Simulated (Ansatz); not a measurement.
FH4NSi···H2···NH3

Input file:

```
crystal:
  periodic: [false, false, false]
  atoms:
    - {symbol: Si, position_ang: [-1.079516, 0.409750, 1.720104]}
    - {symbol: H, position_ang: [1.383347, -2.623242, -0.296647]}
    - {symbol: H, position_ang: [-1.859794, -0.638920, 1.021585]}
    - {symbol: H, position_ang: [-0.841590, 0.105319, 3.150365]}
    - {symbol: N, position_ang: [0.400342, 0.592610, 0.929259]}
    - {symbol: H, position_ang: [-0.099479, 1.012501, -2.638497]}
    - {symbol: F, position_ang: [-2.023661, 1.712366, 1.716257]}
    - {symbol: H, position_ang: [1.203229, -1.975595, 0.032234]}
    - {symbol: N, position_ang: [0.327687, 0.258087, -2.115012]}
    - {symbol: H, position_ang: [1.170133, 1.080373, 1.355928]}
    - {symbol: H, position_ang: [0.457041, 0.573716, -0.089114]}
    - {symbol: H, position_ang: [1.218769, 0.053818, -2.550893]}
    - {symbol: H, position_ang: [-0.256606, -0.560783, -2.235571]}
basis:
  gaussian: {orbitals: def2-TZVPP}
hamiltonian: {xc: pbe0, dispersion: d4}
output: {orbitals: {seedname: orbitals}}
```

Run with:

```sh
ansatz run in.yaml --threads 8 --pin off --events-out ev --progress --plain --max-ram 19148MiB
```

The product side of a reaction path; geometry: PBE0-D4/def2-TZVP.

Level of theory: RKS PBE0-D4/def2-TZVPP in Ansatz 0.2.0.

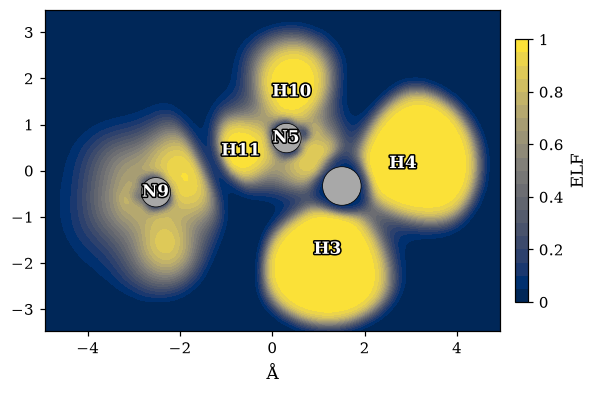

Figure 1. Electron localisation function on the plane of atoms H10, N5 and H11. Grey discs cover the atomic cores.

Q: Interpret the plot.

A: The section cuts through H and N sites. N9···H11 (2.05 Å): the ELF dips to about 0.10 between them; by its geometry a hydrogen bond between the two molecules, with no shared pair. N–H (1.01 Å): the ELF climbs to about 1 towards the hydrogen, as it does in any bond to H; a covalent bond by its length.

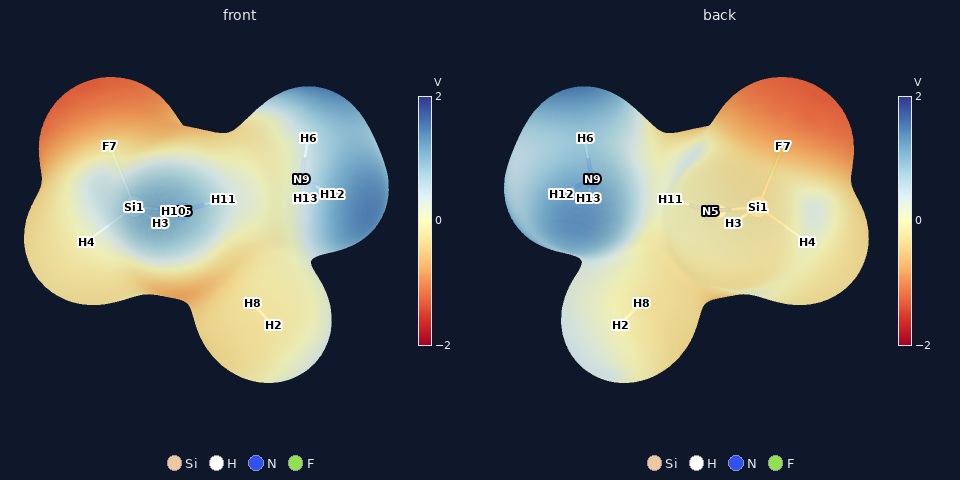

Figure 2. The molecular electrostatic potential painted on the density surface at 0.001 e/bohr³, seen from the front and from behind; red is negative and blue positive.

Q: Describe the electrostatic potential map.

A: The most negative region (about −1.2 V) lies over F7, the most positive (about +1.5 V) over H6 and H12.

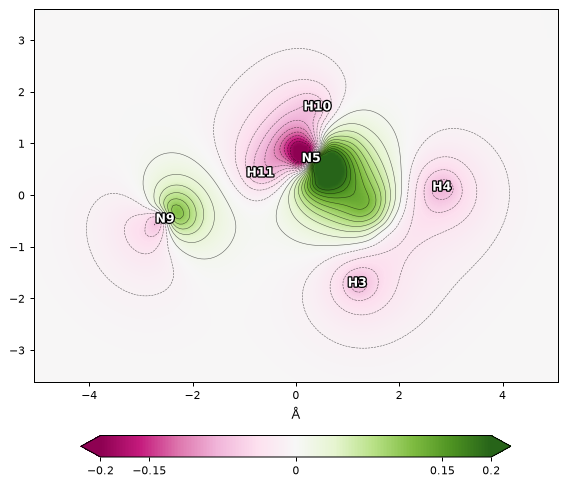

Figure 3. The HOMO on the plane of atoms H10, N5 and H11 (values in Å⁻³ᐟ²; the overall sign is arbitrary).

Q: Where does this orbital lie, and at what energy?

A: By Hirshfeld shares it lies mainly on N5 (about 70 %); largely a lone pair of N5. Its energy is −7.58 eV.
